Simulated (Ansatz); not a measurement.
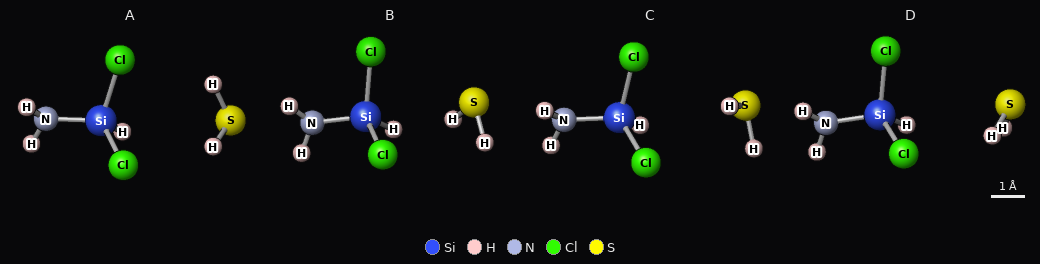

4 geometries from one relaxation of SiNH5SCl2, in shuffled order. Style: ball-and-stick. Shown face on.

The run prepares an end point of a later path (reaction) calculation, from a guessed geometry.

Computed with RKS PBE-D4/6-31G* in Ansatz. Settings: no spin polarisation; force threshold 0.03 eV/Å; at most 50 steps.

### Put them in the order of the run, from the start to the converged end.

B, D, C, A. They are steps 0, 11, 28, 45, at +6.02 kcal/mol, +1.27 kcal/mol, +0.45 kcal/mol relative to the last. The energy falls by 6.02 kcal/mol in 39 accepted moves (45 points after the start). The largest force component goes from 0.66 to 0.01 eV/Å. The line search rejected the trial steps at points 4, 8, 17, 21, 27, 37 of the run. The forces were under the threshold at step 28, but the run went on from there. The largest moves after the best rigid fit, 1.87 Å, are those of H atoms. By element the largest moves are H 1.87 Å, S 0.91 Å, Cl 0.51 Å, Si 0.26 Å, N 0.25 Å. Among the contacts that change: H–S 1.382 → 1.359 Å, H–Si 1.471 → 1.483 Å, Cl–Si 2.064 → 2.073 Å, N–Si 1.726 → 1.717 Å. Bond angles that change, for instance: Cl–Si–Cl 110.3° → 106.3°, N–Si–Cl 104.2° → 106.8°, Si–N–H 117.3° → 119.8°. Cost: 120 s on 2 threads of Arm Neoverse V1 (shared host), peak memory 0.16 GiB.
